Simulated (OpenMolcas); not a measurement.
# C2H8OSi (SMILES CC[SiH2]O): levels of theory compared

We compute a comparison of 6 runs (HF/STO-3G, HF/3-21G, M06-2X/cc-pVDZ, PBE/cc-pVDZ, r2SCAN/cc-pVDZ, revPBE/cc-pVDZ) of C2H8OSi. 

The results are computed with OpenMolcas 26.06.

1 further run of the same task is left out (set aside as unsound or not needed).

### 1 The structure to begin with

C2H8OSi: 12 atoms, total charge 0, spin state singlet. As SMILES, `CC[SiH2]O`. Geometry: relaxed at PBE0-D4/def2-TZVP. This is one conformer, not always the lowest.

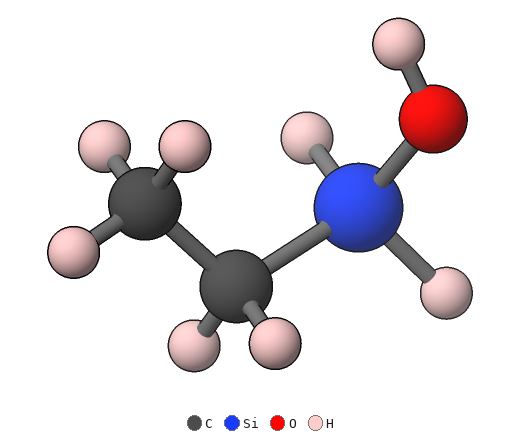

Viewed from a chosen angle; carbon dark grey, silicon blue, oxygen red, hydrogen pink.

### 2 Energy and forces at HF/STO-3G (run 1)

mol.inp reads:

```
&GATEWAY
BasLib = $CurrDir
Coord
12
angstrom
C       -1.462000      -0.315100      -0.130400
C       -0.193100      -0.595200       0.670600
Si       1.348100       0.138200      -0.088600
O        1.258000       1.782700      -0.229600
H       -1.384700      -0.701300      -1.150800
H       -1.659100       0.758300      -0.198700
H       -2.341400      -0.775300       0.326800
H       -0.292100      -0.210900       1.691700
H       -0.031100      -1.675800       0.767200
H        1.555800      -0.473500      -1.435500
H        2.530600      -0.124900       0.769100
H        0.748100       2.137600      -0.957900
Basis = STO-3G
Group = NoSym
&SEWARD
&SCF
Thresholds = 1e-10 1e-07 1e-07 1e-05
PrOrbitals = 1 1
&ALASKA
```

The basis set STO-3G is read from a file made from the Basis Set Exchange's data (not shown).

The run is started by

```
$ export MOLCAS_MEM=1860
$ pymolcas mol.inp > mol.log
```

The log of the run:

```text
--- Start Module: gateway ---
[...]
--- Stop Module: gateway /rc=_RC_ALL_IS_WELL_ ---
[...]
      Basis functions           32
[...]
--- Start Module: scf ---
[...]
       Convergence after  10 Iterations
[...]
::    Total SCF energy                               -438.9368611179
[...]
      Total spin, S                                     0.0000000000
[...]
      Total electronic charge=   42.000000
      Total            charge=   -0.000000
[...]
      Dipole Moment (debye):
      Origin of the operator (angstrom)=    0.4879    0.2681    0.0019
                   X= -7.0046E-01               Y= -6.9265E-01               Z= -7.5120E-01           Total=  1.2388E+00
      Quadrupole Moment (debye*angstrom):
[...]
--- Stop Module: scf /rc=_RC_ALL_IS_WELL_ ---
--- Start Module: alaska ---
[...]
 *              Molecular gradients               *
 **************************************************
  Irreducible representation: a
 ------------------------------------------------------------------------------------------
                              X                       Y                       Z
 ------------------------------------------------------------------------------------------
  C1                1.64720921109076E-02   -2.66779923148330E-03    8.16346408741220E-03
  C2               -1.76697930017742E-02    7.69101632321778E-03   -1.55736347645603E-02
  SI3              -2.70432744415876E-02    2.61618455329193E-02    2.19959401819310E-02
  O4               -2.27947738003511E-02   -1.17394579998766E-02   -3.21124174140062E-02
  H5               -1.76535346275375E-04   -1.73179807521673E-03   -5.70284544450894E-03
  H6               -1.71744327869083E-03    5.43395381318579E-03   -5.38031131132821E-04
  H7               -4.75474557692479E-03   -1.61385280170712E-03    1.50889936892695E-03
  H8                3.27222921496695E-03    3.19658598591133E-03    8.84380014629915E-03
[...]
--- Stop Module: alaska /rc=_RC_ALL_IS_WELL_ ---
[...]
```

Wall time 4.8 s (1 thread of AMD EPYC 7R43 (Zen 3), shared host); peak memory 0.37 GiB.

### 3 Energy and gradient at HF/3-21G (run 2)

run.inp reads:

```
* C2H8OSi Hartree-Fock
>>> EXPORT MOLCAS_PRINT=2

&GATEWAY
  BASLIB=$CurrDir
  BASISSET
  C.3-21G....
  C1 -1.462000 -0.315100 -0.130400 angstrom
  C2 -0.193100 -0.595200 0.670600 angstrom
  End of Basis
  BASISSET
  Si.3-21G....
  Si3 1.348100 0.138200 -0.088600 angstrom
  End of Basis
  BASISSET
  O.3-21G....
  O4 1.258000 1.782700 -0.229600 angstrom
  End of Basis
  BASISSET
  H.3-21G....
  H5 -1.384700 -0.701300 -1.150800 angstrom
  H6 -1.659100 0.758300 -0.198700 angstrom
  H7 -2.341400 -0.775300 0.326800 angstrom
  H8 -0.292100 -0.210900 1.691700 angstrom
  H9 -0.031100 -1.675800 0.767200 angstrom
  H10 1.555800 -0.473500 -1.435500 angstrom
  H11 2.530600 -0.124900 0.769100 angstrom
  H12 0.748100 2.137600 -0.957900 angstrom
  End of Basis

&SEWARD

&SCF
  THRESHOLDS=1e-10 1e-07 1e-07 1e-05
  PRORBITALS=1 2

&ALASKA
```

The basis set 3-21G is read from a file made from the Basis Set Exchange's data (not shown).

The run is started by

```
$ export MOLCAS_MEM=1860
$ pymolcas run.inp > run.log
```

The log of the run:

```text
--- Start Module: gateway ---
[...]
--- Stop Module: gateway /rc=_RC_ALL_IS_WELL_ ---
[...]
      Basis functions           56
[...]
--- Start Module: scf ---
[...]
       Convergence after  12 Iterations
[...]
::    Total SCF energy                               -441.8385084454
[...]
      Total spin, S                                     0.0000000000
[...]
      Total electronic charge=   42.000000
      Total            charge=   -0.000000
[...]
      Dipole Moment (debye):
      Origin of the operator (angstrom)=    0.4879    0.2681    0.0019
                   X= -1.6081E+00               Y= -7.4028E-01               Z= -1.0496E+00           Total=  2.0581E+00
      Quadrupole Moment (debye*angstrom):
[...]
--- Stop Module: scf /rc=_RC_ALL_IS_WELL_ ---
[...]
--- Start Module: alaska ---
[...]
 *              Molecular gradients               *
 **************************************************
  Irreducible representation: a
 ------------------------------------------------------------------------------------------
                              X                       Y                       Z
 ------------------------------------------------------------------------------------------
  C1                1.61237821481621E-02   -2.51501872589777E-03    8.31171875653081E-03
  C2               -1.32373200702851E-03    1.19496414818077E-02   -1.59765515536685E-02
  SI3              -1.90844046222844E-02    1.77012366520062E-02   -4.26250500477132E-03
  O4                2.90579284805137E-03   -1.59628574917132E-02    6.75491259596384E-03
  H5               -3.14921084658915E-04   -1.26212085380750E-03   -5.05836969453677E-03
  H6               -1.41785309591769E-03    4.92552702274196E-03   -9.75305964729778E-04
  H7               -5.17983043326309E-03   -2.17289599006287E-03    1.95181124989441E-03
  H8                1.44357944417339E-03    2.27217105195920E-03    5.54715280494378E-03
[...]
--- Stop Module: alaska /rc=_RC_ALL_IS_WELL_ ---
[...]
```

Run time: 5.1 s. Hardware: 1 thread of AMD EPYC 7R43 (Zen 3), shared host; peak memory 0.38 GiB.

### 4 Energy and forces at M06-2X/cc-pVDZ (run 3)

test.input reads:

```
* C2H8OSi Kohn-Sham DFT

&GATEWAY
 BasLib=$CurrDir
 Coord
 12
 angstrom
 C       -1.462000      -0.315100      -0.130400
 C       -0.193100      -0.595200       0.670600
 Si       1.348100       0.138200      -0.088600
 O        1.258000       1.782700      -0.229600
 H       -1.384700      -0.701300      -1.150800
 H       -1.659100       0.758300      -0.198700
 H       -2.341400      -0.775300       0.326800
 H       -0.292100      -0.210900       1.691700
 H       -0.031100      -1.675800       0.767200
 H        1.555800      -0.473500      -1.435500
 H        2.530600      -0.124900       0.769100
 H        0.748100       2.137600      -0.957900
 Basis=cc-pVDZ
 Group=NoSym

&SEWARD
 GridInput
 Grid=UltraFine
 End of Grid

&SCF
 KSDFT=M062X
 Thresholds=1e-10 1e-07 1e-07 1e-05
 PrOrbitals=1 2

&ALASKA
```

The basis set cc-pVDZ is read from a file made from the Basis Set Exchange's data (not shown).

The run is started by

```
$ export MOLCAS_MEM=1860
$ pymolcas test.input > test.log
```

The log of the run:

```text
--- Start Module: gateway ---
[...]
--- Stop Module: gateway /rc=_RC_ALL_IS_WELL_ ---
[...]
      Basis functions          100
[...]
--- Start Module: scf ---
[...]
       Convergence after  13 Iterations
[...]
::    Total KS-DFT energy                            -445.6822816530
[...]
      Total spin, S                                     0.0000000000
[...]
      Total electronic charge=   42.000000
      Total            charge=   -0.000000
[...]
      Dipole Moment (debye):
      Origin of the operator (angstrom)=    0.4879    0.2681    0.0019
                   X= -1.3705E+00               Y= -3.4195E-01               Z= -7.1657E-01           Total=  1.5838E+00
      Quadrupole Moment (debye*angstrom):
[...]
--- Stop Module: scf /rc=_RC_ALL_IS_WELL_ ---
[...]
--- Start Module: alaska ---
[...]
 *              Molecular gradients               *
 **************************************************
  Irreducible representation: a
 ------------------------------------------------------------------------------------------
                              X                       Y                       Z
 ------------------------------------------------------------------------------------------
  C1               -9.22029380852507E-04    5.31872002476508E-04   -1.17631960644005E-03
  C2                1.01154426408678E-03   -5.67371676680750E-05    5.71765952685155E-04
  SI3              -4.10140178302143E-03    1.82752013545118E-02    5.00704317917045E-04
  O4               -1.89183122892445E-03   -1.94905341949632E-02   -3.53367303945484E-03
  H5               -6.33721800649578E-04    1.90728626449221E-03    4.74957668536247E-03
  H6                3.05233161915774E-04   -5.23573345937844E-03    3.10617957042847E-04
  H7                3.83548853760241E-03    1.98925176468689E-03   -1.94030754172947E-03
  H8                3.46984613624368E-04   -1.78034189378140E-03   -4.22199406928137E-03
[...]
--- Stop Module: alaska /rc=_RC_ALL_IS_WELL_ ---
[...]
```

It took 98 s on 1 thread of AMD EPYC 7R43 (Zen 3), shared host; peak memory 0.56 GiB.

Runs 4 to 5 aren't shown in full; the table further down has their settings and results.

### 5 Energy and gradient at revPBE/cc-pVDZ (run 6)

job.input reads:

```
>>> EXPORT MOLCAS_PRINT=2
&GATEWAY
BasLib=$CurrDir
Coord
12
angstrom
C       -1.462000      -0.315100      -0.130400
C       -0.193100      -0.595200       0.670600
Si       1.348100       0.138200      -0.088600
O        1.258000       1.782700      -0.229600
H       -1.384700      -0.701300      -1.150800
H       -1.659100       0.758300      -0.198700
H       -2.341400      -0.775300       0.326800
H       -0.292100      -0.210900       1.691700
H       -0.031100      -1.675800       0.767200
H        1.555800      -0.473500      -1.435500
H        2.530600      -0.124900       0.769100
H        0.748100       2.137600      -0.957900
Basis=cc-pVDZ
Group=NoSym
&SEWARD
GridInput
Grid=UltraFine
End of Grid
&SCF
KSDFT=revPBE
Thresholds=1e-10 1e-07 1e-07 1e-05
PrOrbitals=1 1
&ALASKA
```

The basis set cc-pVDZ is read from a file made from the Basis Set Exchange's data (not shown).

The run is started by

```
$ export MOLCAS_MEM=1860
$ pymolcas job.input > job.log
```

The log of the run:

```text
--- Start Module: gateway ---
[...]
--- Stop Module: gateway /rc=_RC_ALL_IS_WELL_ ---
[...]
      Basis functions          100
[...]
--- Start Module: scf ---
[...]
       Convergence after  16 Iterations
[...]
::    Total KS-DFT energy                            -445.6619018720
[...]
      Total spin, S                                     0.0000000000
[...]
      Total electronic charge=   42.000000
      Total            charge=   -0.000000
[...]
      Dipole Moment (debye):
      Origin of the operator (angstrom)=    0.4879    0.2681    0.0019
                   X= -1.3884E+00               Y= -2.0580E-01               Z= -6.3820E-01           Total=  1.5418E+00
      Quadrupole Moment (debye*angstrom):
[...]
--- Stop Module: scf /rc=_RC_ALL_IS_WELL_ ---
[...]
--- Start Module: alaska ---
[...]
 *              Molecular gradients               *
 **************************************************
  Irreducible representation: a
 ------------------------------------------------------------------------------------------
                              X                       Y                       Z
 ------------------------------------------------------------------------------------------
  C1               -1.55222473052508E-03    1.09720165793314E-03   -2.08475994182589E-03
  C2                3.33937146376106E-03    6.48598429932257E-04    9.69519830152699E-04
  SI3              -4.35115898828009E-03    2.34120309138861E-02    1.69078189363181E-03
  O4               -7.92725559277319E-03   -3.09673178428760E-02   -1.02629082641656E-02
  H5               -2.10764877352332E-04    3.87216784733102E-03    1.05775160614687E-02
  H6                2.22104665838341E-03   -1.09637237667495E-02    1.09933107850069E-03
  H7                9.50999894403992E-03    4.59613027462691E-03   -4.34888032902458E-03
  H8                7.26614262966052E-04   -3.51696696631176E-03   -1.04239679158997E-02
[...]
--- Stop Module: alaska /rc=_RC_ALL_IS_WELL_ ---
[...]
```

Run time: 71 s. Hardware: 1 thread of AMD EPYC 7R43 (Zen 3), shared host; peak memory 0.56 GiB.

### 6 The series

| run | level | integration grid | energy (Eh) | dipole moment (D) | HOMO energy (eV) | LUMO energy (eV) | wall time |
| --- | --- | --- | --- | --- | --- | --- | --- |
| 1 | HF/STO-3G | – | -438.936861 | 1.24 | -8.84 | 13.40 | 4.8 s |
| 2 | HF/3-21G | – | -441.838508 | 2.06 | -11.19 | 5.00 | 5.1 s |
| 3 | M06-2X/cc-pVDZ | UltraFine | -445.682282 | 1.58 | -9.12 | 1.75 | 98 s |
| 4 | PBE/cc-pVDZ | UltraFine | -445.420098 | 1.55 | -6.40 | 0.05 | 64 s |
| 5 | r2SCAN/cc-pVDZ | UltraFine | -445.662878 | 1.59 | -6.76 | 0.57 | 2 min |
| 6 | revPBE/cc-pVDZ | UltraFine | -445.661902 | 1.54 | -6.37 | 0.16 | 71 s |

### 7 Results

| quantity | value |
| --- | --- |
| run 6: total energy | -445.66190 Eh |
| run 6: dipole moment | 1.54 D |
| run 6: HOMO energy | -6.37 eV |
| run 6: LUMO energy | 0.16 eV |
| run 6: HOMO–LUMO gap | 6.53 eV |
| run 6: largest force on an atom | 1.726 eV/Å |

**Reading.** The dipole moment (its size) runs from 1.24 D (HF/STO-3G) to 2.06 D (HF/3-21G). The HOMO–LUMO gap runs from 6.45 eV (PBE/cc-pVDZ) to 22.23 eV (HF/STO-3G). The two ends differ in method and basis. Totals of different functionals can't be ranked against each other. In run 1 the basis is minimal, so the values are rough. All runs together took 6.1 min, the longest 2 min.
